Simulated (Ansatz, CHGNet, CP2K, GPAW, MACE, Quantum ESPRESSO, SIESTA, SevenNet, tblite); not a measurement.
**Al54Cu46 (at. %) with crystalline order left by the classical run (111 atoms), the built cell with every atom moved at random**

This is the built cell with every atom moved at random. Method: machine-learned interatomic potential MACE MP-0b2 small, trained on PBE(+U) plane-wave data; its forces lie 43 % r.m.s. from those of plane-wave PBE on this cell (MACE MP-0b2 small); published weights, no electronic structure; density 4.99 g/cm³.

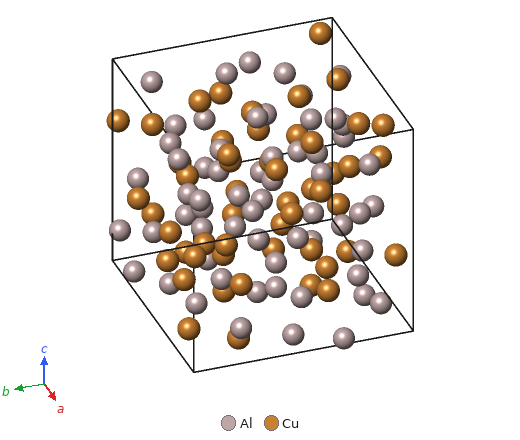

The structure (aluminium light grey, copper orange). Some periodic images of atoms are drawn too.

Cell vectors (Å):

```
11.739 0.000 0.000
0.000 11.739 0.000
0.000 0.000 11.739
```

Positions (Å):

```
1 Al 0.118 5.676 9.712
2 Al 3.753 9.764 9.538
3 Al 0.461 8.371 5.461
4 Al 2.241 2.666 0.694
5 Al 2.479 2.042 7.602
6 Al 7.278 9.633 6.665
7 Al 8.898 8.157 0.265
8 Al 7.060 8.513 2.181
9 Al 3.768 10.932 3.582
10 Al 7.105 0.625 7.245
11 Al 10.329 10.615 10.901
12 Al 0.708 4.259 7.185
13 Al 5.863 9.130 4.590
14 Al 8.533 9.233 9.429
15 Al 0.330 11.461 1.880
16 Al 5.200 2.734 7.290
17 Al 0.679 7.318 2.976
18 Al 8.588 1.566 3.257
19 Al 9.084 10.613 2.315
20 Al 3.372 4.439 6.382
21 Al 2.845 6.041 4.181
22 Al 9.676 8.768 6.732
23 Al 1.376 4.754 2.215
24 Al 5.564 10.720 1.528
25 Al 11.549 2.548 2.513
26 Al 9.657 7.575 2.670
27 Al 7.868 5.914 1.622
28 Al 6.703 4.107 0.023
29 Al 3.050 0.696 10.172
30 Al 1.348 10.140 10.821
31 Al 9.286 6.631 8.790
32 Al 7.652 6.592 6.728
33 Al 2.029 9.393 7.478
34 Al 3.794 1.953 5.164
35 Al 9.868 1.038 0.793
36 Al 2.798 11.412 6.253
37 Al 9.109 1.877 5.774
38 Al 11.567 10.934 6.322
39 Al 5.972 9.029 10.987
40 Al 1.073 2.930 9.691
41 Al 8.686 2.635 10.863
42 Al 11.204 6.219 0.773
43 Al 6.189 2.101 9.714
44 Al 2.034 5.151 11.314
45 Al 4.252 4.575 0.771
46 Al 5.109 1.356 2.763
47 Al 8.446 4.218 4.277
48 Al 11.228 3.526 0.017
49 Al 7.089 1.234 0.911
50 Al 9.846 4.658 6.768
51 Al 3.023 11.696 1.031
52 Al 7.557 4.597 9.090
53 Al 7.289 6.611 4.201
54 Al 5.170 5.855 2.888
55 Al 9.537 11.331 7.869
56 Al 2.982 8.783 4.922
57 Al 11.175 1.941 7.351
58 Al 5.050 5.412 10.023
59 Al 10.967 7.865 10.456
60 Al 2.221 6.786 6.674
61 Cu 4.061 7.359 8.284
62 Cu 0.337 5.653 5.093
63 Cu 6.306 10.467 8.947
64 Cu 5.544 6.912 0.699
65 Cu 2.210 1.409 3.148
66 Cu 8.388 8.913 4.430
67 Cu 0.901 0.027 8.644
68 Cu 8.086 0.264 10.009
69 Cu 9.297 5.282 11.119
70 Cu 4.708 2.027 0.224
71 Cu 10.581 5.034 3.050
72 Cu 6.513 2.072 4.900
73 Cu 9.869 6.787 5.126
74 Cu 7.392 3.775 6.640
75 Cu 4.675 9.463 7.047
76 Cu 10.803 0.590 4.031
77 Cu 5.487 5.319 7.492
78 Cu 11.437 9.505 8.567
79 Cu 11.231 9.155 1.195
80 Cu 4.507 0.251 8.117
81 Cu 5.601 4.430 4.960
82 Cu 1.031 1.456 5.338
83 Cu 11.003 3.235 4.897
84 Cu 3.483 7.242 10.765
85 Cu 1.287 10.832 4.151
86 Cu 4.953 6.913 5.785
87 Cu 1.609 7.660 9.344
88 Cu 3.005 6.768 1.552
89 Cu 2.676 5.251 8.790
90 Cu 3.790 3.162 9.898
91 Cu 6.966 11.363 3.782
92 Cu 6.516 3.510 2.557
93 Cu 6.378 7.797 8.538
94 Cu 9.128 3.582 1.643
95 Cu 10.791 9.766 3.813
96 Cu 4.358 8.435 2.716
97 Cu 8.614 2.245 8.313
98 Cu 3.613 9.245 0.382
99 Cu 1.396 7.851 0.203
100 Cu 11.433 6.903 7.468
101 Cu 5.389 11.596 10.882
102 Cu 10.558 1.329 9.762
103 Cu 1.663 3.589 4.545
104 Cu 1.955 9.375 2.249
105 Cu 7.766 10.528 0.087
106 Cu 8.975 11.137 5.342
107 Cu 5.304 11.541 5.619
108 Cu 7.285 6.637 10.625
109 Cu 3.747 3.538 3.143
110 Cu 0.663 0.873 11.365
111 Cu 10.275 3.735 9.144
```

Q: Give the force on every atom.

Columns: atom, fx, fy, fz (forces in eV/Å).

```
1 -0.182 -1.198 -0.631
2 0.566 -0.297 -0.037
3 -0.889 -0.225 -0.171
4 0.058 -0.559 0.116
5 -0.032 -0.180 0.233
6 -0.706 0.358 0.753
7 -0.317 0.346 -0.387
8 -0.487 0.260 -0.125
9 -0.024 0.035 0.067
10 -0.561 -0.091 -0.173
11 0.264 0.217 -0.071
12 0.327 0.331 0.020
13 -0.647 -0.055 -0.099
14 -0.535 -0.103 -0.139
15 -0.064 -0.121 0.227
16 0.221 0.054 0.140
17 -0.100 0.158 -0.218
18 -0.260 -0.076 -0.344
19 -0.275 0.094 0.082
20 0.131 -0.011 -0.076
21 0.059 -0.223 -0.228
22 0.753 -0.158 -0.041
23 0.111 0.048 0.308
24 0.011 -0.556 0.105
25 0.081 -0.221 0.566
26 0.568 0.114 0.732
27 -0.003 -0.509 -0.316
28 0.376 -0.125 -0.058
29 -0.207 0.345 -0.245
30 -0.175 -0.033 -0.030
31 -0.057 -0.109 0.423
32 -0.414 -0.310 0.095
33 -0.350 -0.494 0.845
34 -0.074 0.071 -0.513
35 0.377 -0.023 -0.037
36 0.100 0.417 -0.395
37 -0.456 0.123 0.182
38 0.295 0.319 -0.726
39 -0.130 -0.891 0.007
40 0.066 -0.340 -0.061
41 -0.002 0.467 -0.297
42 -0.053 -0.060 0.312
43 -0.146 -0.403 0.168
44 -0.021 0.373 -0.113
45 -0.131 -0.390 0.309
46 -0.051 0.303 0.286
47 0.125 -0.240 -0.210
48 -0.155 0.077 -0.064
49 0.064 0.019 -0.442
50 -0.271 0.162 -0.226
51 -0.160 0.142 -0.031
52 -0.081 -0.326 -0.361
53 -0.030 0.292 0.256
54 -0.114 -0.006 0.225
55 0.032 0.299 0.722
56 0.639 -0.046 -0.126
57 0.477 -0.168 0.295
58 -0.099 0.555 -0.589
59 0.431 1.492 -0.051
60 -0.143 -0.152 0.666
61 -0.533 -0.051 -0.043
62 0.010 0.271 0.104
63 0.245 -0.356 -0.500
64 -0.170 0.126 -0.182
65 0.166 -0.030 -0.592
66 -0.051 0.026 -0.110
67 -0.011 0.096 0.038
68 0.159 0.201 -0.540
69 0.102 -0.261 -0.041
70 0.033 0.203 0.085
71 0.208 0.474 0.008
72 0.033 -0.301 -0.021
73 -0.253 -0.075 -0.013
74 0.250 0.107 0.065
75 0.075 -0.068 -0.198
76 0.013 0.061 0.001
77 0.381 -0.237 0.473
78 -0.238 0.136 0.144
79 -0.241 -0.390 0.072
80 0.070 0.302 0.129
81 0.056 0.171 -0.109
82 0.165 -0.764 0.812
83 -0.356 0.150 0.293
84 0.788 -0.246 0.060
85 0.078 0.164 0.481
86 -0.176 0.411 -0.455
87 -0.406 0.401 -0.600
88 0.223 -0.439 0.488
89 -0.043 -0.067 0.108
90 -0.342 0.036 -0.130
91 0.056 0.067 -0.382
92 -0.013 -0.003 0.024
93 0.540 0.533 -0.043
94 -0.425 -0.215 -0.335
95 0.265 -0.432 0.061
96 0.384 0.227 0.006
97 -0.200 -0.252 -0.011
98 0.253 0.414 0.029
99 -0.624 0.050 -0.225
100 0.029 0.078 -0.334
101 -0.070 0.092 0.129
102 0.129 -0.489 0.092
103 0.547 0.556 -0.312
104 0.047 -0.048 -0.081
105 0.151 -0.369 0.619
106 0.039 -0.104 0.190
107 -0.064 0.030 0.036
108 0.041 0.059 0.234
109 0.234 0.296 -0.145
110 0.114 -0.012 -0.049
111 0.600 0.696 0.161
```

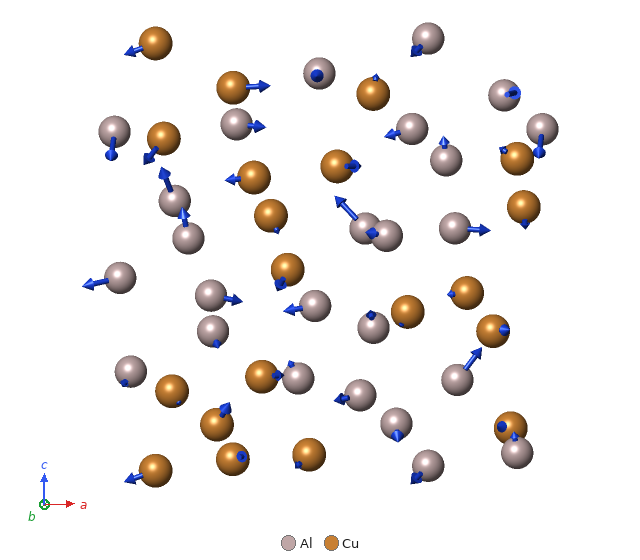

The forces as arrows, the longest 1.55 eV/Å. Drawn is a slice 4 Å thick, seen along the normal of the ac plane.

The quench rate of 500 K/ps is many orders above laboratory rates, so the cell is likely richer in defects and strain than a real sample. The network of bonds at the start is that of the classical potential that made the cell, and needn't be the one that DFT or experiment would give.

The r.m.s. force component is 0.322 eV/Å; the longest force, 1.55 eV/Å, acts on Al59.

[Logs are printed without paths, hosts, clocks, repeated set-up lines and the standing remarks that a program may print on its own settings, such as how far it seeks lower states.]

[Hosts, paths, dates, database ids (printed as entryN), source tags and the programs' standing remarks are cut or masked in the printed files.]
